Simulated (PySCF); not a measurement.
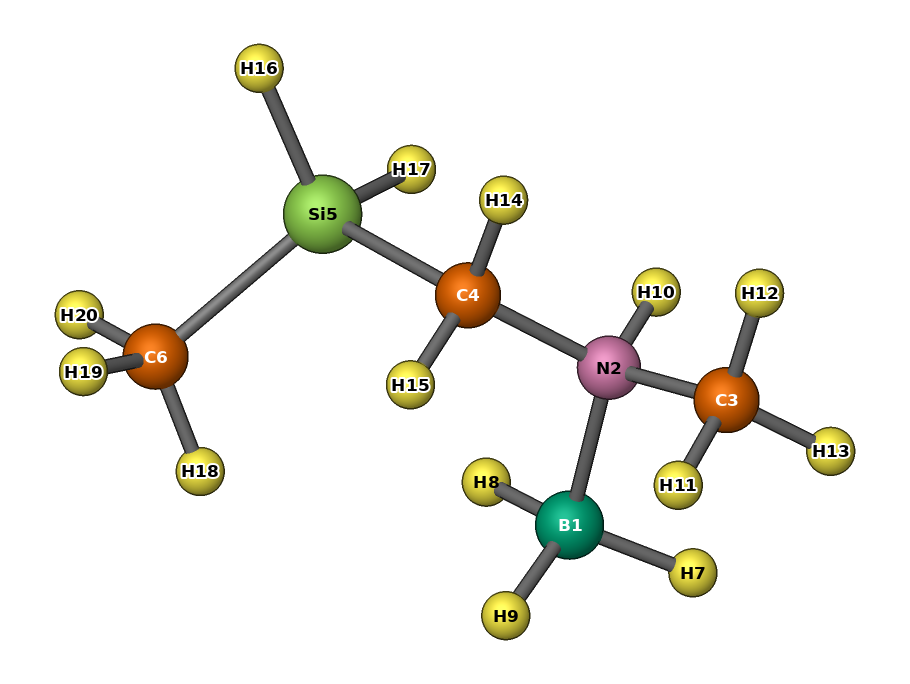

The questions are on isotropic NMR shieldings of the H atoms. The computed structure is the end point of a GFN2-xTB optimisation. No frequency run is at hand to confirm it as a minimum. Level of theory: GIAO PBE0/pcSseg-1 NMR shielding, non-relativistic, gas phase (PySCF 2.14.0).

Give the isotropic NMR shieldings of the H atoms atom by atom.

| atom | σ (ppm) |
| --- | --- |
| H7 | 29.81 |
| H8 | 29.65 |
| H9 | 30.06 |
| H10 | 29.23 |
| H11 | 29.12 |
| H12 | 29.42 |
| H13 | 28.73 |
| H14 | 29.54 |
| H15 | 29.51 |
| H16 | 27.53 |
| H17 | 27.54 |
| H18 | 30.49 |
| H19 | 31.48 |
| H20 | 31.49 |

The geometry is semi-empirical. Around B, Si such bond lengths and angles can be off by a tenth of an ångström or more and by several degrees, and values that hang on the shape move with them.
